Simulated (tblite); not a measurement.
**CH₅O₂Si: geometry relaxation (part 1 of 2)**

- system: CH₅O₂Si, multiplicity 2, SMILES C[Si](O)O
- method: GFN2-xTB geometry optimisation, gas phase (tblite 0.8.0)

It belongs to a series of runs on one base structure; here: H removed from Si.

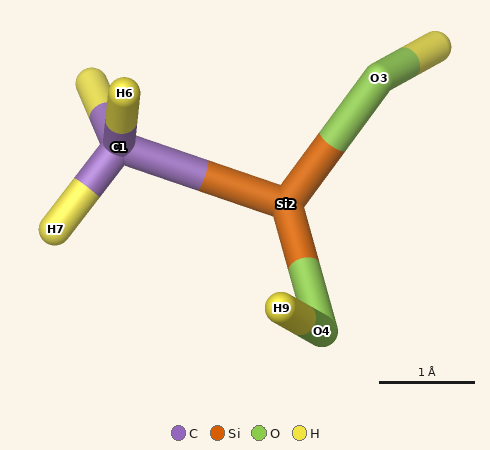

*The structure as given in the input (stick view, seen at a tilt; atoms are numbered from 1 in the order of the input).*

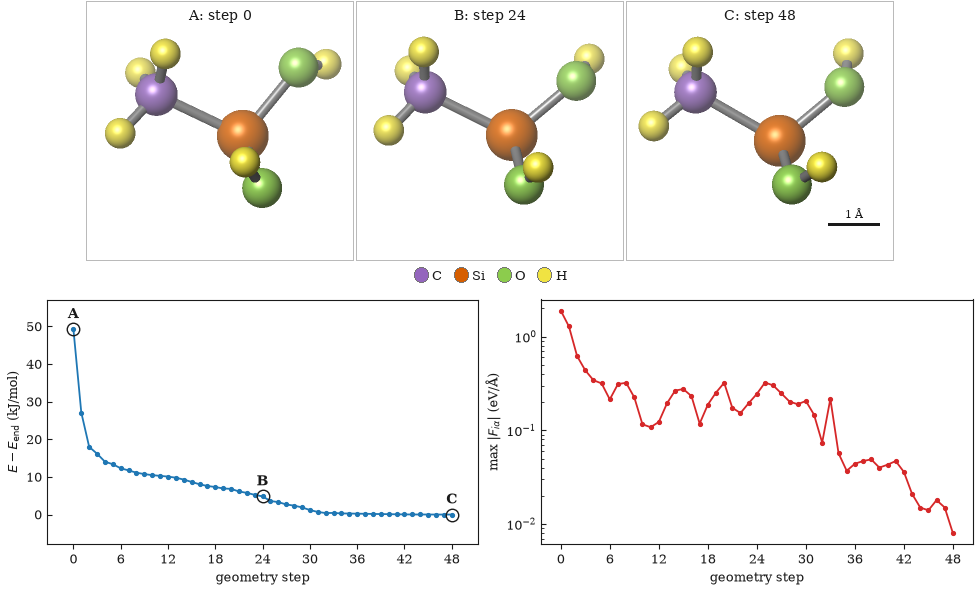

*Frames of the relaxation (ball-and-stick view, seen at a tilt) above the curves, on which the letters mark them (steps are counted from 0).*

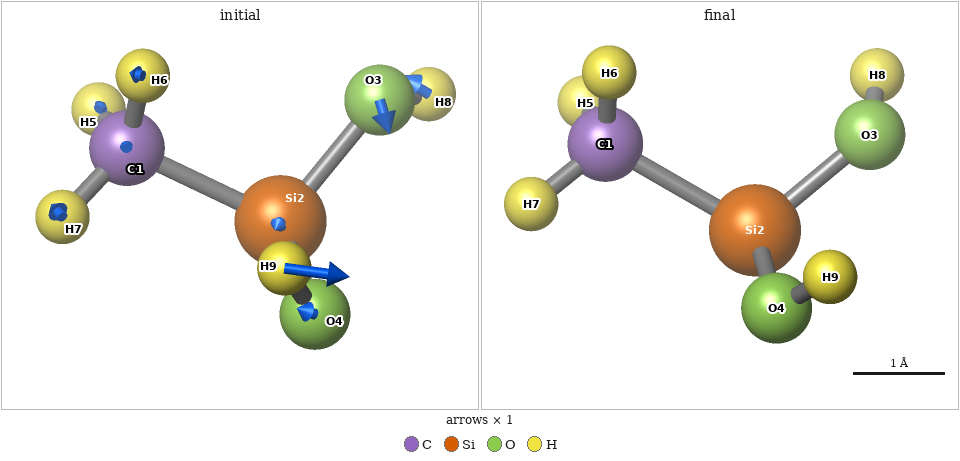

*Before (left) and after (right) the relaxation, at one scale (ball-and-stick view, seen at a tilt). The blue arrows give the displacements, at true length.*

H9 moves most after the best rigid fit: 0.73 Å. By element the largest moves are H 0.73 Å, O 0.40 Å, Si 0.16 Å, C 0.10 Å. Distances before and after: Si2–O4 1.726 → 1.624 Å, Si2–O3 1.731 → 1.651 Å, O4–H9 1.006 → 0.958 Å, O3–H8 0.983 → 0.951 Å. Among the angles that change: Si2–O4–H9 103.8° → 119.1°, Si2–O3–H8 111.6° → 120.8°, C1–Si2–O3 103.4° → 110.3°. Over 48 geometry steps the energy falls by 49.3 kJ/mol. Largest force component: 1.9 eV/Å at the start, 0.008 eV/Å at the end. (Atoms are counted from 1 in the order of the input.)

The input that produced these results follows, with the program's output.

The input:
```
{"job": {"kind": "relax", "xc": "GFN2-xTB", "basis": "xTB"}, "charge": 0, "multiplicity": 2}
C      1.220500    -0.229900     0.045300
Si    -0.514000    -0.022100    -0.685600
O     -1.520700    -0.902600     0.412700
O     -1.010800     1.629500    -0.609700
H      1.597800    -1.217100    -0.250700
H      1.069900    -0.167200     1.149700
H      1.867000     0.582900    -0.324900
H     -2.025600    -1.610100    -0.046200
H     -0.670500     1.942500     0.284300
```

The first line tells a small driver script what to run in tblite; the rest is the geometry in Å.

Launched with:
```bash
OMP_NUM_THREADS=1 python <driver script> task.json out
```

Output:
```
step      E/eV     max force
  0    -395.98546    2.732
  1    -396.21505    1.424
  2    -396.30968    0.759
  3    -396.32850    0.518
  4    -396.35057    0.388
  5    -396.35754    0.358
  6    -396.36874    0.252
  7    -396.37448    0.318
  8    -396.38088    0.345
  9    -396.38469    0.262
 10    -396.38758    0.120
 11    -396.38957    0.148
 12    -396.39156    0.158
 13    -396.39466    0.264
 14    -396.39988    0.335
 15    -396.40630    0.296
 16    -396.41275    0.248
 17    -396.41750    0.162
 18    -396.42026    0.193
 19    -396.42429    0.275
 20    -396.42538    0.448
 21    -396.43260    0.196
 22    -396.43639    0.167
 23    -396.44187    0.237
 24    -396.44616    0.273
 25    -396.45888    0.397
 26    -396.46185    0.397
 27    -396.46837    0.291
 28    -396.47161    0.236
 29    -396.47638    0.221
 30    -396.48371    0.218
 31    -396.48896    0.159
 32    -396.49202    0.078
 33    -396.49167    0.279
 34    -396.49310    0.058
 35    -396.49329    0.040
 36    -396.49377    0.051
 37    -396.49399    0.052
 38    -396.49450    0.064
 39    -396.49479    0.054
 40    -396.49510    0.056
 41    -396.49543    0.058
 42    -396.49577    0.048
 43    -396.49594    0.028
 44    -396.49600    0.020
 45    -396.49603    0.016
 46    -396.49609    0.019
 47    -396.49614    0.017
 48    -396.49617    0.009
```

Trajectory as extended XYZ (Å, eV, eV/Å), 49 frames, from step=0 to step=48:
```
9
Properties=species:S:1:pos:R:3:forces:R:3 step=0 energy=-395.98546
C     1.2205   -0.2299    0.0453   -0.2110   0.1230   0.0960
Si   -0.5140   -0.0221   -0.6856   -1.6650   1.0220   0.8300
O    -1.5207   -0.9026    0.4127    0.1630  -0.2390  -1.8980
O    -1.0108    1.6295   -0.6097    1.4580  -1.4980   1.7590
H     1.5978   -1.2171   -0.2507    0.1810   0.5610   0.3970
H     1.0699   -0.1672    1.1497    0.5310  -0.1270  -0.8260
H     1.8670    0.5829   -0.3249   -0.1010  -0.6240   0.3890
H    -2.0256   -1.6101   -0.0462    0.5250   0.8730   0.8440
H    -0.6705    1.9425    0.2843   -0.8810  -0.0910  -1.5920
9
Properties=species:S:1:pos:R:3:forces:R:3 step=1 energy=-396.21505
C     1.2175   -0.2281    0.0467   -0.4700   0.0440  -0.1870
Si   -0.5378   -0.0075   -0.6737   -0.7880   0.4370   0.5320
O    -1.5184   -0.9060    0.3855    0.5260   0.5500  -0.9040
O    -0.9900    1.6081   -0.5846    0.5550  -1.2850   0.2600
H     1.6004   -1.2091   -0.2450    0.1550   0.4070   0.3090
H     1.0775   -0.1690    1.1379    0.4440  -0.0920  -0.4300
H     1.8655    0.5740   -0.3194   -0.0110  -0.4080   0.2770
H    -2.0181   -1.5977   -0.0342   -0.1320  -0.0880   0.1970
H    -0.6831    1.9412    0.2616   -0.2790   0.4350  -0.0540
9
Properties=species:S:1:pos:R:3:forces:R:3 step=2 energy=-396.30968
C     1.2056   -0.2266    0.0428   -0.4600   0.0080  -0.3170
Si   -0.5634    0.0072   -0.6578    0.4090  -0.5220  -0.2120
O    -1.5055   -0.8942    0.3562   -0.1140   0.0580  -0.1790
O    -0.9707    1.5717   -0.5709   -0.0850  -0.0020  -0.1360
H     1.6048   -1.1971   -0.2361    0.1140   0.1620   0.1630
H     1.0901   -0.1717    1.1243    0.3030  -0.0490  -0.0240
H     1.8648    0.5618   -0.3113    0.0440  -0.1660   0.1240
H    -2.0189   -1.5959   -0.0259   -0.1140  -0.1090   0.1540
H    -0.6934    1.9509    0.2534   -0.0970   0.6200   0.4270
9
Properties=species:S:1:pos:R:3:forces:R:3 step=3 energy=-396.32850
C     1.1980   -0.2262    0.0380   -0.2040  -0.0160  -0.1450
Si   -0.5607    0.0015   -0.6590    0.2970  -0.3150  -0.2850
O    -1.5062   -0.8929    0.3499   -0.1170   0.0600  -0.0610
O    -0.9693    1.5679   -0.5702    0.0100   0.0860   0.1060
H     1.6069   -1.1935   -0.2328    0.1020   0.0920   0.1130
H     1.0958   -0.1727    1.1223    0.2400  -0.0390  -0.0430
H     1.8653    0.5580   -0.3086    0.0200  -0.1220   0.0750
H    -2.0200   -1.5965   -0.0223   -0.1680  -0.1840   0.1030
H    -0.6963    1.9604    0.2575   -0.1800   0.4370   0.1360
9
Properties=species:S:1:pos:R:3:forces:R:3 step=4 energy=-396.35057
C     1.1838   -0.2263    0.0292    0.3430  -0.0790   0.1630
Si   -0.5530   -0.0109   -0.6676   -0.0580   0.1670  -0.2760
O    -1.5092   -0.8886    0.3378   -0.2270  -0.1150  -0.0310
O    -0.9639    1.5624   -0.5621    0.0810   0.0150   0.1640
H     1.6128   -1.1856   -0.2248    0.0850  -0.0790   0.0020
H     1.1107   -0.1753    1.1167    0.0770  -0.0110  -0.0270
H     1.8662    0.5488   -0.3026   -0.0040  -0.0010  -0.0410
H    -2.0266   -1.6026   -0.0142   -0.0960  -0.0950   0.1180
H    -0.7072    1.9840    0.2623   -0.2020   0.1970  -0.0720
9
Properties=species:S:1:pos:R:3:forces:R:3 step=5 energy=-396.35754
C     1.1842   -0.2275    0.0286    0.3170  -0.0800   0.1470
Si   -0.5517   -0.0122   -0.6740   -0.0980   0.1440  -0.1220
O    -1.5134   -0.8889    0.3330   -0.1210  -0.0040  -0.0540
O    -0.9613    1.5600   -0.5581    0.0740   0.0780   0.1690
H     1.6160   -1.1842   -0.2222    0.1000  -0.1480  -0.0330
H     1.1166   -0.1763    1.1146    0.0280  -0.0020   0.0290
H     1.8665    0.5458   -0.3012    0.0290   0.0560  -0.0790
H    -2.0300   -1.6057   -0.0097   -0.1270  -0.1510   0.0710
H    -0.7134    1.9949    0.2639   -0.2010   0.1080  -0.1290
9
Properties=species:S:1:pos:R:3:forces:R:3 step=6 energy=-396.36874
C     1.1902   -0.2315    0.0294    0.1370  -0.0660   0.0250
Si   -0.5511   -0.0133   -0.6864   -0.0380   0.1110   0.1940
O    -1.5226   -0.8877    0.3219   -0.0740   0.0110  -0.1490
O    -0.9553    1.5579   -0.5483    0.0220   0.0980   0.0280
H     1.6247   -1.1855   -0.2182    0.1130  -0.2140  -0.0720
H     1.1282   -0.1781    1.1122   -0.0380   0.0070   0.1220
H     1.8683    0.5420   -0.3007    0.0780   0.1130  -0.1200
H    -2.0397   -1.6159   -0.0001   -0.0480  -0.0710   0.0590
H    -0.7291    2.0181    0.2649   -0.1510   0.0100  -0.0870
9
Properties=species:S:1:pos:R:3:forces:R:3 step=7 energy=-396.37448
C     1.1961   -0.2349    0.0304    0.0400  -0.0490  -0.0340
Si   -0.5510   -0.0116   -0.6899    0.0320   0.0500   0.3120
O    -1.5295   -0.8875    0.3136   -0.0220   0.0730  -0.1460
O    -0.9522    1.5585   -0.5434   -0.0120   0.0910  -0.0630
H     1.6313   -1.1902   -0.2174    0.0890  -0.1590  -0.0630
H     1.1335   -0.1790    1.1133   -0.0390   0.0020   0.1000
H     1.8706    0.5421   -0.3027    0.0650   0.0700  -0.1020
H    -2.0454   -1.6222    0.0062   -0.0350  -0.0730   0.0210
H    -0.7399    2.0308    0.2647   -0.1180  -0.0050  -0.0250
9
Properties=species:S:1:pos:R:3:forces:R:3 step=8 energy=-396.38088
C     1.2047   -0.2402    0.0311   -0.0340  -0.0220  -0.0520
Si   -0.5497   -0.0084   -0.6882    0.1230  -0.0030   0.3220
O    -1.5389   -0.8861    0.3008   -0.0420   0.0600  -0.0890
O    -0.9486    1.5610   -0.5389   -0.0340   0.0710  -0.1340
H     1.6410   -1.1986   -0.2177    0.0350  -0.0340  -0.0330
H     1.1395   -0.1800    1.1162   -0.0080  -0.0130   0.0130
H     1.8744    0.5431   -0.3071    0.0220  -0.0280  -0.0550
H    -2.0532   -1.6315    0.0143    0.0260  -0.0180  -0.0100
H    -0.7558    2.0467    0.2642   -0.0880  -0.0150   0.0370
9
Properties=species:S:1:pos:R:3:forces:R:3 step=9 energy=-396.38469
C     1.2106   -0.2440    0.0313   -0.0450  -0.0040  -0.0280
Si   -0.5467   -0.0056   -0.6814    0.1330  -0.0130   0.2250
O    -1.5462   -0.8847    0.2918   -0.0550   0.0660  -0.0070
O    -0.9470    1.5642   -0.5384   -0.0220   0.0400  -0.1270
H     1.6476   -1.2047   -0.2187   -0.0060   0.0550  -0.0070
H     1.1428   -0.1809    1.1181    0.0340  -0.0250  -0.0480
H     1.8771    0.5432   -0.3111   -0.0060  -0.0950  -0.0170
H    -2.0573   -1.6374    0.0191    0.0500  -0.0060  -0.0420
H    -0.7674    2.0558    0.2641   -0.0820  -0.0190   0.0490
9
Properties=species:S:1:pos:R:3:forces:R:3 step=10 energy=-396.38758
C     1.2147   -0.2469    0.0313   -0.0230   0.0040   0.0100
Si   -0.5422   -0.0032   -0.6719    0.0800   0.0020   0.0750
O    -1.5529   -0.8824    0.2852   -0.0790   0.0570   0.0700
O    -0.9460    1.5675   -0.5402    0.0070   0.0110  -0.0740
H     1.6523   -1.2083   -0.2197   -0.0320   0.0910   0.0060
H     1.1458   -0.1820    1.1186    0.0730  -0.0320  -0.0590
H     1.8789    0.5416   -0.3146   -0.0110  -0.1160   0.0060
H    -2.0591   -1.6418    0.0217    0.0730   0.0100  -0.0610
H    -0.7779    2.0615    0.2643   -0.0880  -0.0270   0.0280
9
Properties=species:S:1:pos:R:3:forces:R:3 step=11 energy=-396.38957
C     1.2166   -0.2486    0.0315    0.0030   0.0060   0.0360
Si   -0.5379   -0.0014   -0.6635   -0.0090   0.0120  -0.0430
O    -1.5585   -0.8797    0.2825   -0.0790   0.0630   0.1080
O    -0.9453    1.5700   -0.5429    0.0350  -0.0100  -0.0190
H     1.6545   -1.2090   -0.2205   -0.0370   0.0680   0.0040
H     1.1487   -0.1833    1.1180    0.0950  -0.0310  -0.0240
H     1.8800    0.5385   -0.3169    0.0050  -0.0900   0.0080
H    -2.0585   -1.6441    0.0219    0.0840   0.0140  -0.0700
H    -0.7862    2.0636    0.2646   -0.0970  -0.0320   0.0010
9
Properties=species:S:1:pos:R:3:forces:R:3 step=12 energy=-396.39156
C     1.2180   -0.2500    0.0321    0.0180   0.0050   0.0450
Si   -0.5343    0.0002   -0.6562   -0.0990   0.0080  -0.1230
O    -1.5649   -0.8757    0.2822   -0.0740   0.0650   0.1130
O    -0.9439    1.5721   -0.5460    0.0560  -0.0170   0.0280
H     1.6558   -1.2083   -0.2212   -0.0310   0.0090  -0.0070
H     1.1534   -0.1852    1.1172    0.1030  -0.0250   0.0350
H     1.8812    0.5338   -0.3188    0.0320  -0.0370  -0.0010
H    -2.0560   -1.6458    0.0204    0.1000   0.0280  -0.0660
H    -0.7957    2.0648    0.2650   -0.1040  -0.0360  -0.0240
9
Properties=species:S:1:pos:R:3:forces:R:3 step=13 energy=-396.39466
C     1.2200   -0.2520    0.0336    0.0220   0.0010   0.0410
Si   -0.5309    0.0023   -0.6473   -0.1940  -0.0120  -0.1790
O    -1.5761   -0.8678    0.2836   -0.0550   0.0690   0.0850
O    -0.9408    1.5748   -0.5504    0.0720  -0.0180   0.0740
H     1.6572   -1.2072   -0.2223   -0.0220  -0.0840  -0.0240
H     1.1628   -0.1885    1.1169    0.1010  -0.0120   0.1120
H     1.8838    0.5261   -0.3218    0.0650   0.0440  -0.0140
H    -2.0502   -1.6479    0.0170    0.1200   0.0510  -0.0490
H    -0.8124    2.0662    0.2656   -0.1090  -0.0410  -0.0460
9
Properties=species:S:1:pos:R:3:forces:R:3 step=14 energy=-396.39988
C     1.2239   -0.2557    0.0368    0.0130  -0.0060   0.0200
Si   -0.5281    0.0055   -0.6349   -0.2660  -0.0450  -0.1990
O    -1.5975   -0.8523    0.2869   -0.0270   0.0440   0.0040
O    -0.9338    1.5792   -0.5572    0.0830   0.0010   0.1410
H     1.6596   -1.2071   -0.2247   -0.0220  -0.2030  -0.0440
H     1.1820   -0.1948    1.1186    0.0850   0.0090   0.1870
H     1.8899    0.5131   -0.3273    0.0870   0.1480  -0.0250
H    -2.0376   -1.6509    0.0103    0.1560   0.1120   0.0030
H    -0.8448    2.0690    0.2664   -0.1090  -0.0590  -0.0860
9
Properties=species:S:1:pos:R:3:forces:R:3 step=15 energy=-396.40630
C     1.2287   -0.2605    0.0412    0.0040  -0.0180  -0.0070
Si   -0.5287    0.0087   -0.6225   -0.2420  -0.0660  -0.1570
O    -1.6253   -0.8316    0.2916    0.0190  -0.0100  -0.1130
O    -0.9237    1.5843   -0.5642    0.0760   0.0330   0.2000
H     1.6618   -1.2099   -0.2283   -0.0450  -0.2760  -0.0480
H     1.2083   -0.2027    1.1234    0.0540   0.0290   0.1890
H     1.8989    0.4984   -0.3346    0.0620   0.2100  -0.0180
H    -2.0184   -1.6524    0.0016    0.1720   0.1820   0.0820
H    -0.8880    2.0716    0.2665   -0.1000  -0.0860  -0.1280
9
Properties=species:S:1:pos:R:3:forces:R:3 step=16 energy=-396.41275
C     1.2317   -0.2638    0.0444    0.0060  -0.0350  -0.0280
Si   -0.5338    0.0097   -0.6181   -0.0830  -0.0530  -0.0700
O    -1.6440   -0.8168    0.2944    0.0770   0.0200  -0.1560
O    -0.9153    1.5873   -0.5660    0.0500   0.0260   0.1270
H     1.6615   -1.2153   -0.2313   -0.0820  -0.2320  -0.0290
H     1.2284   -0.2078    1.1293    0.0140   0.0360   0.0950
H     1.9058    0.4910   -0.3392   -0.0090   0.1770   0.0080
H    -2.0013   -1.6498   -0.0039    0.1140   0.1190   0.1130
H    -0.9194    2.0715    0.2651   -0.0870  -0.0580  -0.0610
9
Properties=species:S:1:pos:R:3:forces:R:3 step=17 energy=-396.41750
C     1.2351   -0.2676    0.0457    0.0150  -0.0410  -0.0270
Si   -0.5381    0.0096   -0.6187    0.1080  -0.0110  -0.0050
O    -1.6552   -0.8071    0.2894    0.0840   0.0700  -0.1100
O    -0.9080    1.5886   -0.5629    0.0300   0.0310   0.0450
H     1.6618   -1.2240   -0.2328   -0.1180  -0.1110  -0.0010
H     1.2429   -0.2105    1.1342   -0.0230   0.0270  -0.0300
H     1.9100    0.4896   -0.3418   -0.0820   0.0770   0.0360
H    -1.9916   -1.6486   -0.0022    0.0610   0.0170   0.0980
H    -0.9434    2.0760    0.2639   -0.0760  -0.0590  -0.0050
9
Properties=species:S:1:pos:R:3:forces:R:3 step=18 energy=-396.42026
C     1.2393   -0.2722    0.0465    0.0130  -0.0310  -0.0120
Si   -0.5377    0.0105   -0.6169    0.1880   0.0420   0.0040
O    -1.6653   -0.7973    0.2826    0.0580   0.0250  -0.0900
O    -0.9014    1.5909   -0.5607    0.0300   0.0350   0.0400
H     1.6617   -1.2325   -0.2340   -0.1300  -0.0250   0.0150
H     1.2552   -0.2128    1.1371   -0.0420   0.0150  -0.1020
H     1.9125    0.4881   -0.3442   -0.1130   0.0010   0.0500
H    -1.9837   -1.6495    0.0011    0.0630   0.0300   0.1080
H    -0.9669    2.0807    0.2633   -0.0660  -0.0900  -0.0140
9
Properties=species:S:1:pos:R:3:forces:R:3 step=19 energy=-396.42429
C     1.2440   -0.2780    0.0468   -0.0090  -0.0110   0.0070
Si   -0.5345    0.0122   -0.6163    0.2530   0.1080  -0.0140
O    -1.6726   -0.7855    0.2722    0.0410   0.0750  -0.0090
O    -0.8930    1.5937   -0.5561    0.0490  -0.0360  -0.1030
H     1.6563   -1.2450   -0.2354   -0.1110   0.0950   0.0330
H     1.2668   -0.2142    1.1389   -0.0620  -0.0110  -0.1550
H     1.9119    0.4892   -0.3451   -0.1140  -0.1080   0.0480
H    -1.9715   -1.6477    0.0080    0.0250  -0.0740   0.0790
H    -0.9937    2.0812    0.2617   -0.0730  -0.0370   0.1150
9
Properties=species:S:1:pos:R:3:forces:R:3 step=20 energy=-396.42538
C     1.2552   -0.2920    0.0494   -0.0290   0.0170   0.0520
Si   -0.5235    0.0193   -0.6057    0.2200   0.1260  -0.0440
O    -1.7027   -0.7516    0.2522   -0.0110  -0.2970  -0.0890
O    -0.8708    1.6012   -0.5534   -0.0300   0.2640   0.3160
H     1.6495   -1.2673   -0.2389   -0.0840   0.2070   0.0460
H     1.3026   -0.2219    1.1419   -0.1090  -0.0430  -0.1880
H     1.9150    0.4797   -0.3509   -0.0870  -0.2060   0.0280
H    -1.9417   -1.6493    0.0189    0.0960   0.2540   0.1880
H    -1.0700    2.0880    0.2613    0.0340  -0.3220  -0.3100
9
Properties=species:S:1:pos:R:3:forces:R:3 step=21 energy=-396.43260
C     1.2500   -0.2883    0.0477   -0.0350   0.0170   0.0340
Si   -0.5204    0.0191   -0.6122    0.1360   0.1160  -0.0810
O    -1.6857   -0.7601    0.2543    0.0160   0.0030   0.0140
O    -0.8757    1.5994   -0.5519    0.0620   0.0430  -0.0740
H     1.6422   -1.2630   -0.2373   -0.0310   0.1590   0.0260
H     1.2871   -0.2183    1.1374   -0.0930  -0.0440  -0.0860
H     1.9080    0.4849   -0.3458   -0.0180  -0.1740  -0.0080
H    -1.9450   -1.6446    0.0216    0.0300  -0.0480   0.0930
H    -1.0469    2.0769    0.2611   -0.0670  -0.0710   0.0820
```
